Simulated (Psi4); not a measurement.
# One shape, several levels: CHAlFO+ (SMILES [O+]#[C][AlH][F])

We compute a comparison of 5 runs (B3LYP/6-31G*, M06-2X/6-31G*, SCAN0/6-31G*, wB97X/def2-TZVP) of CHAlFO+. 

The calculation is run with Psi4 1.11.

3 further runs of the same task are left out: 3 that didn't finish.

## 1. Starting point

CHAlFO+ has 5 atoms, charge +1, and is taken as a singlet. SMILES: `[O+]#[C][AlH][F]`. Geometry: a GFN2-xTB relaxation, a rough one for these elements and not checked as a minimum.

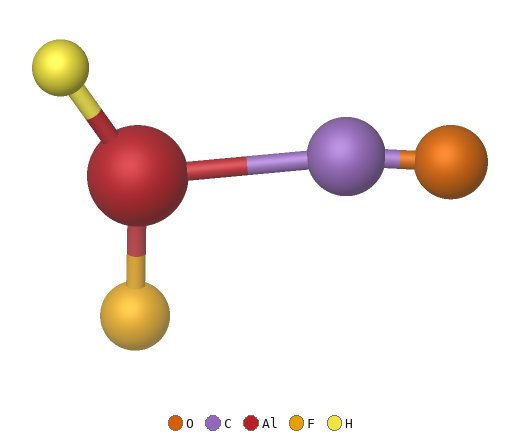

Viewed from a chosen angle; oxygen orange, carbon purple, aluminium red, fluorine amber, hydrogen yellow.

## 2. Energy and forces at B3LYP/6-31G(d) (spherical functions) (run 1)

Contents of chalfo.json:

```json
{
  "schema_name": "qcschema_input",
  "schema_version": 1,
  "molecule": {
    "schema_name": "qcschema_molecule",
    "schema_version": 2,
    "symbols": ["O", "C", "Al", "F", "H"],
    "geometry": [1.65439853, -3.33589573, 2.48839136, 1.11507069, -1.67560126, 1.35090851, -0.55191341, 1.36043273, -0.96504534, -3.29250762, 0.0627767, -1.32798614, 1.07495181, 3.58830645, -1.5462495],
    "molecular_charge": 1,
    "molecular_multiplicity": 1,
    "fix_symmetry": "c1"
  },
  "driver": "gradient",
  "model": {
    "method": "b3lyp",
    "basis": "6-31G*"
  },
  "keywords": {
    "reference": "rks",
    "puream": true,
    "e_convergence": 1e-09,
    "d_convergence": 1e-08,
    "scf_type": "pk",
    "dft_radial_points": 99,
    "dft_spherical_points": 590,
    "scf_properties": ["WIBERG_LOWDIN_INDICES", "QUADRUPOLE", "DIPOLE"]
  }
}
```

Launch:

```sh
psi4 --qcschema chalfo.json -n 1 --memory 1600MB
```

stdout:

```text
[...]
  Running in c1 symmetry.
[...]
  Nuclear repulsion =  125.006586348743241
[...]
  Multiplicity = 1
[...]
  Nalpha       = 18
  Nbeta        = 18
[...]
    Number of basis functions: 62
[...]
   @RKS iter   1:  -455.85131126982390   -3.95733e-01   8.69611e-03 DIIS/ADIIS
[...]
   @RKS iter  11:  -455.95744998698757    5.68434e-14   3.04375e-09 DIIS
[...]
    Orbital Energies [Eh]
    ---------------------
    Doubly Occupied:
       1A    -56.343009     2A    -24.887697     3A    -19.531914
       4A    -10.584648     5A     -4.435295     6A     -2.991487
       7A     -2.988649     8A     -2.983171     9A     -1.444788
      10A     -1.368469    11A     -0.832368    12A     -0.744689
      13A     -0.741219    14A     -0.737992    15A     -0.670395
      16A     -0.625299    17A     -0.624324    18A     -0.596295
[...]
  @RKS Final Energy:  -455.95744998698757
   => Energetics <=
    Nuclear Repulsion Energy =            125.0065863487432409
    One-Electron Energy =                -870.6773588586986534
    Two-Electron Energy =                 324.6077658960700774
    DFT Exchange-Correlation Energy =     -34.8944433731022201
    Empirical Dispersion Energy =           0.0000000000000000
    VV10 Nonlocal Energy =                  0.0000000000000000
    Total Energy =                       -455.9574499869875694
[...]
  -Total Gradient:
     Atom            X                  Y                   Z
    ------   -----------------  -----------------  -----------------
       1       -0.016674578337     0.044176022729    -0.031017949308
       2        0.018362243376    -0.045729281361     0.032442793725
       3        0.005367921476     0.013796564714    -0.005337685353
       4        0.004945425499     0.002709217141     0.000442862795
       5       -0.011963750925    -0.014938380402     0.003476793404
[...]
```

The result, in JSON:

```text
{
 "driver": "gradient",
 "model": {
  "method": "b3lyp",
  "basis": "6-31G*"
 },
 "success": true,
 "return_result": [-0.016674578336938917, 0.04417602272882426, -0.031017949307975634, 0.01836224337649381, -0.04572928136061438, 0.032442793725353025, 0.005367921476258258, 0.01379656471435887, -0.005337685352721619, 0.0049454254988031965, 0.002709217140562957, 0.0004428627948797458, -0.011963750924815539, -0.014938380401930032, 0.003476793404087939],
 "properties": {
  "calcinfo_nbasis": 62,
  "calcinfo_nmo": 62,
  "calcinfo_nalpha": 18,
  "calcinfo_nbeta": 18,
  "calcinfo_natom": 5,
  "nuclear_repulsion_energy": 125.00658634874324,
  "return_energy": -455.95744998698757,
  "return_gradient": [-0.016674578336938917, 0.04417602272882426, -0.031017949307975634, 0.01836224337649381, -0.04572928136061438, 0.032442793725353025, 0.005367921476258258, 0.01379656471435887, -0.005337685352721619, 0.0049454254988031965, 0.002709217140562957, 0.0004428627948797458, -0.011963750924815539, -0.014938380401930032, 0.003476793404087939],
  "scf_one_electron_energy": -870.6773588586987,
  "scf_two_electron_energy": 324.6077658960701,
  "scf_xc_energy": -34.89444337310222,
  "scf_dipole_moment": [1.1575186989803674, 0.7302157358366594, 0.05012098507557461],
  "scf_total_energy": -455.95744998698757,
  "scf_total_gradient": [-0.016674578336938917, 0.04417602272882426, -0.031017949307975634, 0.01836224337649381, -0.04572928136061438, 0.032442793725353025, 0.005367921476258258, 0.01379656471435887, -0.005337685352721619, 0.0049454254988031965, 0.002709217140562957, 0.0004428627948797458, -0.011963750924815539, -0.014938380401930032, 0.003476793404087939],
  "scf_iterations": 11
 }
}
```

It took 7.2 s on 1 thread of INTEL XEON PLATINUM 8581C at 2.30GHz (Emerald Rapids), shared host; peak memory 0.65 GiB.

## 3. Energy and forces at M06-2X/6-31G(d) (spherical functions) (run 2)

Contents of job.inp:

```
memory 1600 mb

molecule {
  1 1
  O      0.875470    -1.765280     1.316800
  C      0.590070    -0.886690     0.714870
  Al    -0.292060     0.719910    -0.510680
  F     -1.742320     0.033220    -0.702740
  H      0.568840     1.898850    -0.818240
  symmetry c1
}

set {
  puream true
  e_convergence 1e-09
  d_convergence 1e-08
  scf_type pk
  dft_radial_points 99
  dft_spherical_points 590
}

E, wfn = gradient('m06-2x/6-31G*', return_wfn=True)
```

Launch:

```sh
psi4 -i job.inp -o job.out -n 1
```

job.out:

```text
[...]
  Running in c1 symmetry.
[...]
  Nuclear repulsion =  125.006586218126358
[...]
  Multiplicity = 1
[...]
  Nalpha       = 18
  Nbeta        = 18
[...]
    Number of basis functions: 62
[...]
   @RKS iter   1:  -455.74620829438697   -6.05488e-01   7.69749e-03 DIIS/ADIIS
[...]
   @RKS iter  11:  -455.83964462249850   -7.38964e-13   2.48897e-09 DIIS
[...]
    Orbital Energies [Eh]
    ---------------------
    Doubly Occupied:
       1A    -57.155759     2A    -25.443168     3A    -20.024865
       4A    -10.944893     5A     -4.681214     6A     -3.183265
       7A     -3.181246     8A     -3.177533     9A     -1.565431
      10A     -1.506607    11A     -0.922646    12A     -0.819480
      13A     -0.814873    14A     -0.811815    15A     -0.755327
      16A     -0.714746    17A     -0.711892    18A     -0.656307
[...]
  @RKS Final Energy:  -455.83964462249850
   => Energetics <=
    Nuclear Repulsion Energy =            125.0065862181263583
    One-Electron Energy =                -870.6072936687615993
    Two-Electron Energy =                 310.3470390660198746
    DFT Exchange-Correlation Energy =     -20.5859762378831128
    Empirical Dispersion Energy =           0.0000000000000000
    VV10 Nonlocal Energy =                  0.0000000000000000
    Total Energy =                       -455.8396446224984970
[...]
  -Total Gradient:
     Atom            X                  Y                   Z
    ------   -----------------  -----------------  -----------------
       1       -0.012191164482     0.029884622736    -0.021289044660
       2        0.014380050197    -0.031651131989     0.023022909232
       3        0.009618256502     0.015195352242    -0.004440313161
       4       -0.000279546367     0.000621550333    -0.000459005181
       5       -0.011244970031    -0.013891703672     0.003186479112
[...]
```

Wall time 11 s (1 thread of INTEL XEON PLATINUM 8581C at 2.30GHz (Emerald Rapids), shared host); peak memory 1.2 GiB.

## 4. The energy at B3LYP/6-31G(d) (Cartesian functions) (run 3)

Contents of chalfo.in:

```
memory 1600 MB

molecule system {
  1 1
  O      0.875470    -1.765280     1.316800
  C      0.590070    -0.886690     0.714870
  Al    -0.292060     0.719910    -0.510680
  F     -1.742320     0.033220    -0.702740
  H      0.568840     1.898850    -0.818240
  symmetry c1
}

set basis 6-31G*
set puream false
set e_convergence 1e-09
set d_convergence 1e-08
set scf_type pk
set dft_radial_points 99
set dft_spherical_points 590

E, wfn = energy('b3lyp', return_wfn=True)
oeprop(wfn, 'DIPOLE', 'MULLIKEN_CHARGES', 'LOWDIN_CHARGES', title='B3LYP')
print_variables()
```

Launch:

```sh
psi4 -i chalfo.in -o chalfo.out -n 1
```

chalfo.out:

```text
[...]
  Running in c1 symmetry.
[...]
  Nuclear repulsion =  125.006586218126358
[...]
  Multiplicity = 1
[...]
  Nalpha       = 18
  Nbeta        = 18
[...]
    Number of basis functions: 66
[...]
   @RKS iter   1:  -455.85715600866445   -4.00326e-01   8.21079e-03 DIIS/ADIIS
[...]
   @RKS iter  11:  -455.96243327098290   -3.97904e-13   2.95346e-09 DIIS
[...]
  @RKS Final Energy:  -455.96243327098290
   => Energetics <=
    Nuclear Repulsion Energy =            125.0065862181263583
    One-Electron Energy =                -870.6499034082892194
    Two-Electron Energy =                 324.5533548813078824
    DFT Exchange-Correlation Energy =     -34.8724709621279061
    Empirical Dispersion Energy =           0.0000000000000000
    VV10 Nonlocal Energy =                  0.0000000000000000
    Total Energy =                       -455.9624332709828991
[...]
 Multipole Moments:
 ------------------------------------------------------------------------------------
     Multipole            Electronic (a.u.)      Nuclear  (a.u.)        Total (a.u.)
 ------------------------------------------------------------------------------------
 L = 1.  Multiply by 2.5417464519 to convert [e a0] to [Debye]
 Dipole X            :         -1.0560364            2.2126737            1.1566372
 Dipole Y            :         -0.1310795            0.8632822            0.7322028
 Dipole Z            :         -0.3480110            0.3966774            0.0486665
 Magnitude           :                                                    1.3697806
[...]
```

Wall time 6 s (1 thread of INTEL XEON PLATINUM 8581C at 2.30GHz (Emerald Rapids), shared host); peak memory 0.68 GiB.

Run 4 isn't shown in full; the table further down has it.

## 5. Energy and gradient at wB97X/def2-TZVP (run 5)

Contents of calc.in:

```
memory 1600 mb

molecule {
  1 1
  O      1.65439853    -3.33589573     2.48839136
  C      1.11507069    -1.67560126     1.35090851
  Al    -0.55191341     1.36043273    -0.96504534
  F     -3.29250762     0.06277670    -1.32798614
  H      1.07495181     3.58830645    -1.54624950
  units bohr
  symmetry c1
}

set {
  basis def2-TZVP
  puream true
  e_convergence 1e-09
  d_convergence 1e-08
  scf_type pk
  dft_radial_points 99
  dft_spherical_points 590
}

e, wfn = gradient('wb97x', return_wfn=True)
```

Launch:

```sh
psi4 -i calc.in -o calc.out -n 1
```

calc.out:

```text
[...]
  Running in c1 symmetry.
[...]
  Nuclear repulsion =  125.006586348743241
[...]
  Multiplicity = 1
[...]
  Nalpha       = 18
  Nbeta        = 18
[...]
    Number of basis functions: 136
[...]
   @RKS iter   1:  -455.90137462598886   -7.79607e-01   4.25853e-03 DIIS/ADIIS
[...]
   @RKS iter  11:  -456.01072275020380   -1.29035e-11   5.63933e-09 DIIS
[...]
    Orbital Energies [Eh]
    ---------------------
    Doubly Occupied:
       1A    -56.334755     2A    -24.927408     3A    -19.568778
       4A    -10.650287     5A     -4.531543     6A     -3.085327
       7A     -3.081826     8A     -3.075063     9A     -1.562333
      10A     -1.494408    11A     -0.948973    12A     -0.857279
      13A     -0.851516    14A     -0.849132    15A     -0.785164
      16A     -0.743535    17A     -0.740561    18A     -0.698245
[...]
  @RKS Final Energy:  -456.01072275020380
   => Energetics <=
    Nuclear Repulsion Energy =            125.0065863487432409
    One-Electron Energy =                -871.0158297501100151
    Two-Electron Energy =                 321.7332187757934889
    DFT Exchange-Correlation Energy =     -31.7346981246305084
    Empirical Dispersion Energy =           0.0000000000000000
    VV10 Nonlocal Energy =                  0.0000000000000000
    Total Energy =                       -456.0107227502037972
[...]
  -Total Gradient:
     Atom            X                  Y                   Z
    ------   -----------------  -----------------  -----------------
       1       -0.006297101370     0.011829305817    -0.008906526264
       2        0.008702938209    -0.013882859518     0.010885810159
       3        0.010294776436     0.014383842225    -0.003731493479
       4       -0.002619683908    -0.000433455984    -0.000798974301
       5       -0.009673162070    -0.011672478713     0.002587891057
[...]
```

Wall time 49 s (1 thread of INTEL XEON PLATINUM 8581C at 2.30GHz (Emerald Rapids), shared host); peak memory 1.1 GiB.

## 6. Overview of the runs

```
run                                level      task  Cartesian functions  energy (Eh)  HOMO energy (eV)  LUMO energy (eV)  HOMO–LUMO gap (eV)  wall time
  1   B3LYP/6-31G* (spherical functions)  gradient                   no  -455.957450            -16.23             -8.78                7.44      7.2 s
  2  M06-2X/6-31G* (spherical functions)  gradient                   no  -455.839645            -17.86             -7.64               10.22       11 s
  3   B3LYP/6-31G* (Cartesian functions)    energy                  yes  -455.962433            -16.22             -8.78                7.44        6 s
  4   SCAN0/6-31G* (Cartesian functions)  gradient                  yes  -455.820714            -16.73             -8.44                8.29        9 s
  5                      wB97X/def2-TZVP  gradient                   no  -456.010723            -19.00             -6.37               12.63       49 s
```

## 7. Summary of results

| quantity | value |
| --- | --- |
| run 5: total energy | -456.01072 Eh |
| run 5: HOMO energy | -19.00 eV |
| run 5: LUMO energy | -6.37 eV |
| run 5: HOMO–LUMO gap | 12.63 eV |
| run 5: largest force on an atom | 1.012 eV/Å |

In words: The HOMO–LUMO gap runs from 7.44 eV (B3LYP/6-31G*) to 12.63 eV (wB97X/def2-TZVP). The two ends differ in method and basis. Totals of different functionals can't be ranked against each other. All runs together took 82 s, the longest 49 s.
